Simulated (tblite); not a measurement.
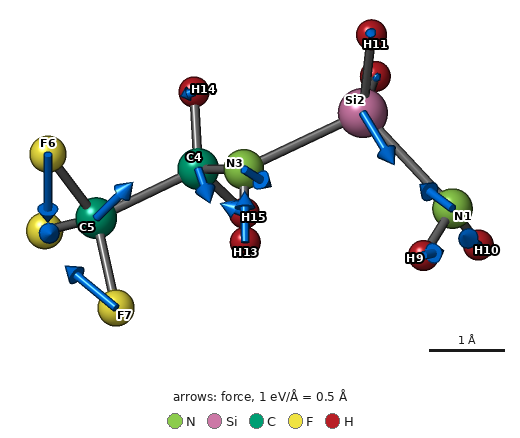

Starting geometry of C$_{2}$H$_{7}$F$_{3}$N$_{2}$Si with the computed forces as blue arrows. A ball-and-stick model, seen at a tilt.

Level of theory: tblite, GFN2-xTB geometry optimisation, gas phase. 

### Is this structure relaxed? If not, where do the atoms go?

It isn't relaxed: the largest force vector, on an F atom, is 2.38 eV/Å. The final displacements have little in common with the starting forces (cosine between the two patterns 0.19). Over 145 geometry steps the energy falls by 1.171 eV. The atom that moves furthest after the best rigid fit is an H atom (1.55 Å). Largest moves by element: H 1.55 Å, N 1.33 Å, F 0.98 Å, C 0.59 Å, Si 0.40 Å. Among the contacts that change: N–Si 1.807 → 1.720 Å, C–F 1.408 → 1.340 Å, C–N 1.472 → 1.425 Å, N–Si 1.780 → 1.733 Å. Bond angles that change, for instance: Si–N–C 106.2° → 122.2°, N–Si–H 108.2° → 117.7°, C–C–F 103.6° → 112.8°. Cost: 1.6 s on 1 thread of Arm Neoverse N1, with other jobs on the host.
